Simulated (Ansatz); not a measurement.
Profile along the P–Ga line in GaP (zinc blende)

GaP (zinc blende)

Space group F-43m (No. 216); a = b = c = 5.5064 Å, α = β = γ = 90.00°

```
atom  site  symmetry       x       y       z
----  ----  --------  ------  ------  ------
P       4c      -43m  0.2500  0.2500  0.2500
Ga      4a      -43m  0.0000  0.0000  0.0000
```
(The calculation used a cell of 2 atoms; values per cell refer to that cell.)

Fields along a shortest P–Ga line of a {110} plane (2.38 Å), from P to Ga, interpolated on the slice's grid (step about 0.3 Å). The numbers are results of PBE (plane waves to 420 eV, PAW, scalar-relativistic; Ansatz, an electronic-structure program), not measurements. k mesh 10×10×10. These are valence fields of a PAW run, semicore shells included where kept as valence: close to a nucleus they are smooth pseudo fields. GaP was relaxed with its symmetry unable to fall. The PAW data are Ansatz's earlier set.

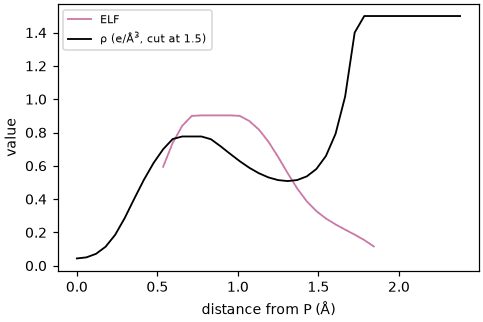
*ELF (away from the nuclei) and valence density from P to Ga.*

Density on the P–Ga line (2.38 Å) at its density minimum, 1.3 Å from P: 0.51 e/Å³. ELF at that point: 0.6. ELF maximum in the middle third of the P–Ga line: 0.90, 0.9 Å from P.
